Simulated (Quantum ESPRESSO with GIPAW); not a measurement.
# Reading a 13C spectrum of C2H8BrN

A crystal of composition C2H8BrN (one database entry, not always the ambient form) has the 13C spectrum and parameters below, calculated by GIPAW (PBEsol; shifts against TMS, scatter of the reference line 0.8 ppm; spans on the shift scale).

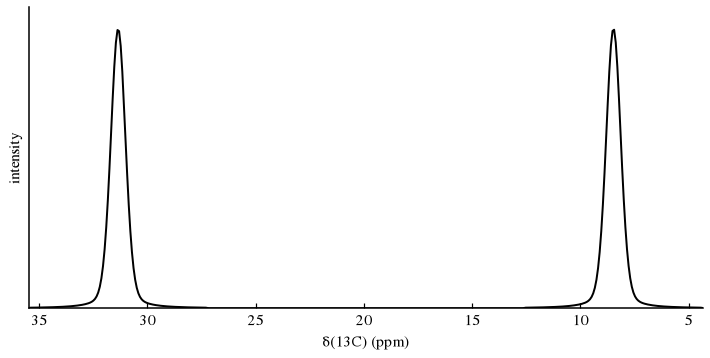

Simulated spectrum: 13C MAS at 25 kHz, 9.4 T (100.7 MHz), lines broadened by 0.8 ppm; rigid lattice, with dipolar and J couplings left out. Lines over 1.5 % of the strongest (ppm: area): 31.4: 1.00, 8.5: 1.00.

```tsv
line	δ_iso (ppm)	relative area	span (ppm)	skew
A	31.4	1	41.4	0.07
B	8.5	1	22.6	0.35
```

**Question.** What do these values say of the surroundings and site symmetry of C?

The bonded neighbours set the region: A with NCH2; B with CH3. The structure behind these values (space group P2_1/m; other structures could give like values):

```tsv
line	surroundings	neighbours	bonds (Å)	site symmetry
A	CNCH2	4	1.10 to 1.51	m
B	CCH3	4	1.10 to 1.51	m
```

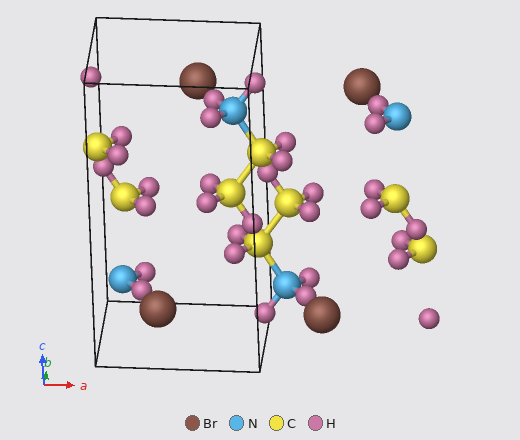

The structure (bromine brown, nitrogen blue, carbon yellow, hydrogen pink). Bonds to atoms that aren't drawn are left out. 2×1×1 cells are drawn.

[Banner, clock, file and message-heading lines were taken out of the pw.x and gipaw.x logs.]

[Logs are printed without paths, hosts, clocks, repeated set-up lines and the standing remarks that a program may print on its own settings, such as how far it seeks lower states.]

[Hosts, paths, dates, database ids (printed as entryN), source tags and the programs' standing remarks are cut or masked in the printed files.]
